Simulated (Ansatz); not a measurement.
**The cluster Zn2SF2: single points with varied inputs**

How do the results and run time of the cluster Zn2SF2 respond when the settings are drawn wide?

Computed with Ansatz 0.2.0, Gaussian basis. Level: the settings change from run to run.

2 further runs of the same task are left out: 2 set aside as unsound or not needed.

## Step 1: The geometry

The structure was relaxed beforehand with PBE0-D4/def2-SVP.

5 atoms, charge 0, spin multiplicity 1.

Atoms are counted from 1 here; the program's logs count them from 0.

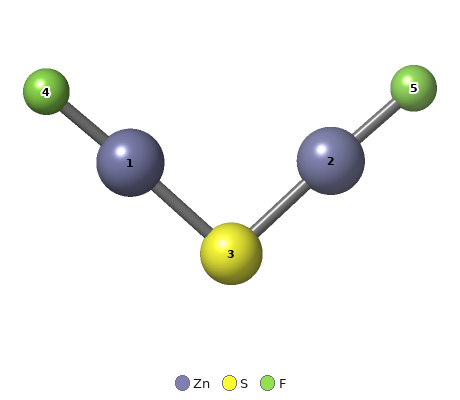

The geometry (zinc blue, sulfur yellow, fluorine green); atoms are numbered from 1 in the order of the file.

## Step 2: SVWN5/def2-SVPD

This run has finite nuclei.

The input, in.yaml:

```yaml
crystal:
  periodic: [false, false, false]
  atoms:
    - {symbol: Zn, position_ang: [1.095641, -1.131570, -0.268931]}
    - {symbol: Zn, position_ang: [-1.137720, 1.120671, -0.053981]}
    - {symbol: S, position_ang: [-0.208254, -0.053985, -1.598054]}
    - {symbol: F, position_ang: [2.170819, -2.031013, 0.763616]}
    - {symbol: F, position_ang: [-1.920496, 2.095897, 1.157360]}
basis:
  gaussian: {orbitals: def2-SVPD, nuclear_model: gaussian}
hamiltonian: {xc: {name: SVWN5}}
scf: {omitted_lower_state_checks: [starts]}
output: {forces: true}
```

The run is started by

```console
$ ansatz run in.yaml --threads 4 --pin off --events-out ev --progress --plain --max-ram 3916MiB
```

The program printed:

```text
Functional definition: SVWN5
  name "SVWN5"
  cite "Dirac, Proc. Camb. Phil. Soc. 26, 376 (1930) doi:10.1017/S0305004100016108"
  cite "Slater, Phys. Rev. 81, 385 (1951) doi:10.1103/PhysRev.81.385"
  cite "Vosko, Wilk & Nusair, Can. J. Phys. 58, 1200 (1980) doi:10.1139/p80-159"
  exchange = slater_x
  correlation = vwn5_c
these checks for a lower state are left out or cut short: starts
1398 factors; their error is unknown
mean field evaluation 1: about -112849.4798 eV, gradient 9.9e1 eV
mean field evaluation 2: about -112717.0368 eV, gradient 2.9e2 eV
mean field evaluation 4: about -112862.3711 eV, gradient 2.3e1 eV
mean field evaluation 8: about -112863.4594 eV, gradient 1.4e-1 eV
mean field evaluation 16: about -112863.4019 eV, gradient 3.1e-4 eV
mean field -112863.40194710 eV, -4147.6535199945 hartree, gradient 2.3e-5 eV, S^2 0.000000; 0 other end points of the search recorded, 0 dependent functions left out
the calculation of the forces begins
reference -112863.40200074 eV, -4147.6535219658 hartree; 47, 47 occupied and 94, 94 virtual orbitals, 1398 factors
Total energy: -112863.40200074 eV, -4147.6535219658 hartree
Atom 0 at     1.095641    -1.131570    -0.268931 Å, force    -0.072951     0.062728    -0.056278 eV/Å
Atom 1 at    -1.137720     1.120671    -0.053981 Å, force     0.056645    -0.066987    -0.068784 eV/Å
Atom 2 at    -0.208254    -0.053985    -1.598054 Å, force     0.059255     0.015343     0.454489 eV/Å
Atom 3 at     2.170819    -2.031013     0.763616 Å, force    -0.151336     0.125713    -0.152240 eV/Å
Atom 4 at    -1.920496     2.095897     1.157360 Å, force     0.108387    -0.136798    -0.177187 eV/Å
Dipole moment:    -0.056442    -0.014623    -0.433164 e Å
Checks for a lower state left out: starts
```

Wall time 0.65 s (4 threads of Intel Xeon 6975P-C, shared host).

Largest force 0.459 eV/Å, dipole 2.10 D.

## Step 3: SPW92/STO-3G

Set apart from the defaults: the search for lower states set to full.

Edit in.yaml of step 2 so:

```diff
@@ -9,5 +9,4 @@
 basis:
-  gaussian: {orbitals: def2-SVPD, nuclear_model: gaussian}
-hamiltonian: {xc: {name: SVWN5}}
-scf: {omitted_lower_state_checks: [starts]}
-output: {forces: true}
+  gaussian: {orbitals: STO-3G}
+hamiltonian: {xc: {name: SPW92}}
+scf: {lower_state_search: full}
```

Launched as before.

The program printed (excerpt; [...] marks lines left out):

```text
Functional definition: SPW92
  name "SPW92"
  cite "Dirac, Proc. Camb. Phil. Soc. 26, 376 (1930) doi:10.1017/S0305004100016108"
  cite "Slater, Phys. Rev. 81, 385 (1951) doi:10.1103/PhysRev.81.385"
  cite "Perdew & Wang, Phys. Rev. B 45, 13244 (1992) doi:10.1103/PhysRevB.45.13244"
[...]
558 factors; integrals over basis functions are off by at most 5.6e-4 eV
[...]
a density is far from that of the atoms, so the factors are made again for it
603 factors; integrals over basis functions are off by at most 2.1e-5 eV
mean field -111541.22769773 eV, -4099.0645125320 hartree, gradient 1.7e-6 eV, S^2 0.000000; 0 other end points of the search recorded, 0 dependent functions left out
reference -111541.22771690 eV, -4099.0645132365 hartree; 47, 47 occupied and 8, 8 virtual orbitals, 603 factors
Total energy: -111541.22771690 eV, -4099.0645132365 hartree
```

Wall time 3 s (4 threads of Intel Xeon 6975P-C, shared host).

## Step 4: BHLYP/def2-mTZVPP

This run has charge -1, multiplicity 2, D3(BJ) with three-body dispersion, the search for lower states set to full.

Edit in.yaml of step 3 so:

```diff
@@ -9,4 +9,7 @@
 basis:
-  gaussian: {orbitals: STO-3G}
-hamiltonian: {xc: {name: SPW92}}
+  gaussian: {orbitals: def2-mTZVPP}
+total_charge: -1
+magnetization: {spin_polarized: true, initial_magnetization: 1}
+hamiltonian: {xc: {name: BHLYP}, dispersion: d3bjatm}
 scf: {lower_state_search: full}
+output: {forces: true}
```

The command is unchanged.

The program printed (excerpt; [...] marks lines left out):

```text
Functional definition: BHLYP
  name "BHLYP"
  cite "Becke, J. Chem. Phys. 98, 1372 (1993) doi:10.1063/1.464304"
  cite "Becke, Phys. Rev. A 38, 3098 (1988) doi:10.1103/PhysRevA.38.3098"
  cite "Lee, Yang & Parr, Phys. Rev. B 37, 785 (1988) doi:10.1103/PhysRevB.37.785"
[...]
1386 factors; integrals over basis functions are off by at most 2.6e-4 eV
[...]
mean field -113111.10525355 eV, -4156.7564486071 hartree, gradient 3.7e-5 eV, S^2 0.752578; 6 other end points of the search recorded, 0 dependent functions left out
[...]
reference -113111.10542717 eV, -4156.7564549875 hartree; 48, 47 occupied and 93, 94 virtual orbitals, 1386 factors
Total energy: -113111.32673949 eV, -4156.7645880652 hartree
Atom 0 at     1.095641    -1.131570    -0.268931 Å, force    -0.476623     0.453079    -0.126179 eV/Å
Atom 1 at    -1.137720     1.120671    -0.053981 Å, force     0.432368    -0.464553    -0.213663 eV/Å
Atom 2 at    -0.208254    -0.053985    -1.598054 Å, force    -0.206086    -0.053435    -1.581450 eV/Å
Atom 3 at     2.170819    -2.031013     0.763616 Å, force     1.045977    -0.896624     0.872021 eV/Å
Atom 4 at    -1.920496     2.095897     1.157360 Å, force    -0.795634     0.961534     1.049271 eV/Å
Dipole moment:    -0.037807    -0.009785    -0.290095 e Å
```

It took 12 s on 4 threads of Intel Xeon 6975P-C, shared host; peak memory 0.69 GiB.

Largest force 1.631 eV/Å, ⟨S²⟩ 0.753.

## Step 5: wB97/6-31G

This run has coordinates scaled by 1.25, a point charge of 1.00 e beside it, the search for lower states set to off.

The input, in.yaml:

```yaml
crystal:
  periodic: [false, false, false]
  atoms:
    - {symbol: Zn, position_ang: [1.369551, -1.414462, -0.336164]}
    - {symbol: Zn, position_ang: [-1.422150, 1.400838, -0.067476]}
    - {symbol: S, position_ang: [-0.260317, -0.067481, -1.997567]}
    - {symbol: F, position_ang: [2.713523, -2.538767, 0.954519]}
    - {symbol: F, position_ang: [-2.400620, 2.619871, 1.446700]}
basis:
  gaussian: {orbitals: 6-31G, point_charges: [{charge: 1.00, position_ang: [6.040, -0.045, 0.649]}]}
hamiltonian: {xc: {name: wB97}}
scf: {lower_state_search: off}
```

Same command.

The program printed (excerpt; [...] marks lines left out):

```text
Functional definition: wB97
  name "wB97"
  cite "Chai & Head-Gordon, J. Chem. Phys. 128, 084106 (2008) doi:10.1063/1.2834918"
  cite "Becke, J. Chem. Phys. 107, 8554 (1997) doi:10.1063/1.475007"
[...]
  # The coefficients of nought are those of the uniform gas.
[...]
      + integral(e_c_pw_opposite_spin*poly(b97_u_opposite, 1, cos1, cos2, cos3, cos4))
[...]
1124 factors; their error is unknown
255 factors; integrals over basis functions are off by at most 1.4e-3 eV
[...]
mean field -113094.22096496 eV, -4156.1359624459 hartree, gradient 5.8e-6 eV, S^2 0.000000; 0 other end points of the search recorded, 0 dependent functions left out
reference -113094.22094994 eV, -4156.1359618942 hartree; 47, 47 occupied and 42, 42 virtual orbitals, 1124 factors
Total energy: -113094.22094994 eV, -4156.1359618942 hartree
Checks for a lower state left out: stability, starts, cluster_reference, orbital_swaps, neighbouring_geometries, increment
```

Run time: 0.95 s. Hardware: 4 threads of Intel Xeon 6975P-C, shared host.

## Step 6: The runs in one table

```csv
level,charge,multiplicity,geometry,functions,energy (eV),time
SVWN5/def2-SVPD,0,1,relaxed,141,-112863.402,0.65 s
SPW92/STO-3G,0,1,relaxed,55,-111541.228,3 s
BHLYP/def2-mTZVPP,-1,2,relaxed,141,-113111.327,12 s
wB97/6-31G,0,1,"scaled, point charge",89,-113094.221,0.95 s
```

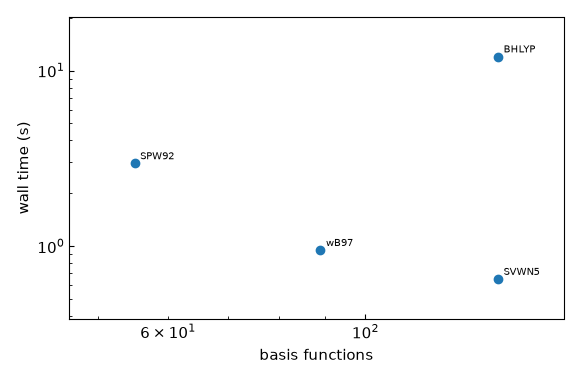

Wall time against the number of basis functions (shared host).

## Step 7: What came out

| quantity | value |
| --- | --- |
| runs | 4 |
| quickest | SVWN5/def2-SVPD, 0.65 s |
| slowest | BHLYP/def2-mTZVPP, 12 s |
| spread of total energies, same state and geometry | 1322.2 eV |

Run time spans a factor of 18, from SVWN5/def2-SVPD to BHLYP/def2-mTZVPP. The jobs differ in tasks and options as well as level. Total energies at one charge and spin differ by 1322 eV between levels, so only differences within one level mean anything. At the PBE0-D4/def2-SVP geometry and in the same state, runs without warnings or point charges leave forces up to 0.46 eV/Å (SVWN5/def2-SVPD).
